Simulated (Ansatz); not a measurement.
Input file:

```
crystal:
  periodic: [false, false, false]
  atoms:
    - { symbol: Ga, position_ang: [-0.0045, -0.1404, 0.1483] }
    - { symbol: H, position_ang: [1.2754, 1.2839, 0.7916] }
    - { symbol: C, position_ang: [-0.4011, 0.2464, -1.7943] }
    - { symbol: "N", position_ang: [0.5355, -1.5457, 1.1931] }
    - { symbol: H, position_ang: [0.4724, 1.5872, 1.2628] }
    - { symbol: Cl, position_ang: [-1.2275, 1.5567, 1.7154] }
    - { symbol: H, position_ang: [0.4585, 0.0021, -2.4205] }
    - { symbol: H, position_ang: [-0.6195, 1.3122, -1.8806] }
    - { symbol: H, position_ang: [-1.2679, -0.3248, -2.1363] }
    - { symbol: H, position_ang: [0.3753, -1.4625, 2.1926] }
    - { symbol: H, position_ang: [0.4034, -2.5152, 0.9279] }
basis:
  gaussian: { orbitals: def2-SVP }
hamiltonian:
  xc: revpbe
relax:
  f_tol: 0.15
  max_steps: 25
  restrain:
    - { distance: [0, 5], at: 3.54, k: 30.0 }
    - { distance: [4, 1], at: 1.92, k: 30.0 }
    - { distance: [0, 1], at: 1.53, k: 30.0 }
    - { distance: [4, 5], at: 1.33, k: 30.0 }
output:
  orbitals: {}
```

Command:

```sh
ansatz run input.yaml --threads 2 --pin off --max-ram 3072MiB --backend cpu --events-out ev --progress --plain --runs-dir out
```

The fields are those of the run's last geometry, not of the input's.

Not at a stationary point (largest force 0.6 eV/Å).

All numbers below come from Ansatz, RKS revPBE/def2-SVP.

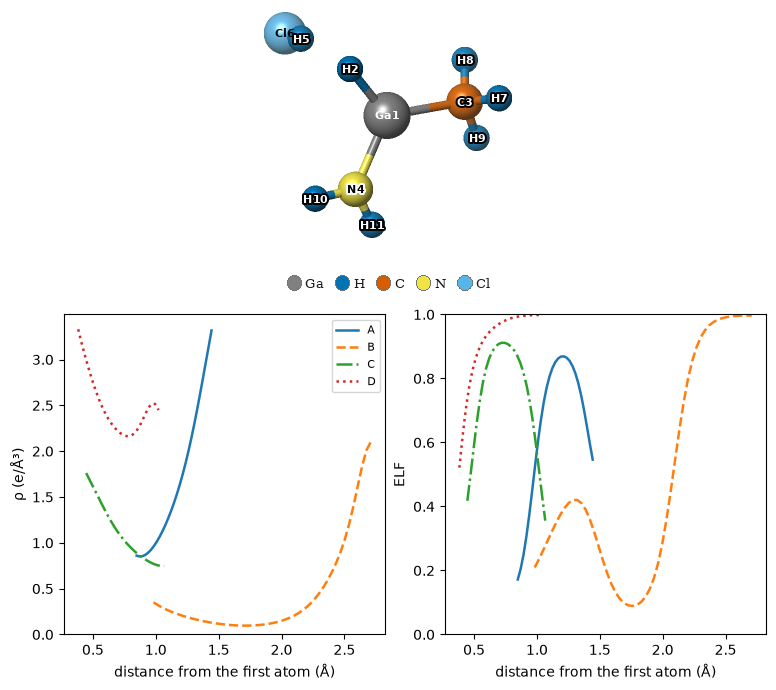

CH6GaN···HCl. Total electron density and electron localisation function along straight lines between neighbouring atoms. The curves leave out the atomic cores. The structure is drawn too.

### Which curve belongs to which contact (C–Ga, Ga–H, Ga–N and N–H)? The first atom named is at distance zero.

Curve A: Ga–N (1.83 Å): the density is about 0.87 e/Å³ at the midpoint; the ELF peaks at about 0.85 in the valence shell of N, 0.6 Å from its nucleus, and is about 0.30 at the midpoint. Curve B: Ga1···H5 (2.71 Å): the density falls to about 0.1 e/Å³ on the way; the ELF dips to about 0.10 between them. Curve C: C–Ga (1.98 Å): the density is about 0.77 e/Å³ at the midpoint; the ELF peaks at about 0.90 in the valence shell of C, 0.7 Å from its nucleus, and is about 0.60 at the midpoint. Curve D: N–H (1.02 Å): the density is about 2.7 e/Å³ at the midpoint; the ELF climbs to about 1 towards the hydrogen, as it does in any bond to H (an ordinary covalent bond to hydrogen).
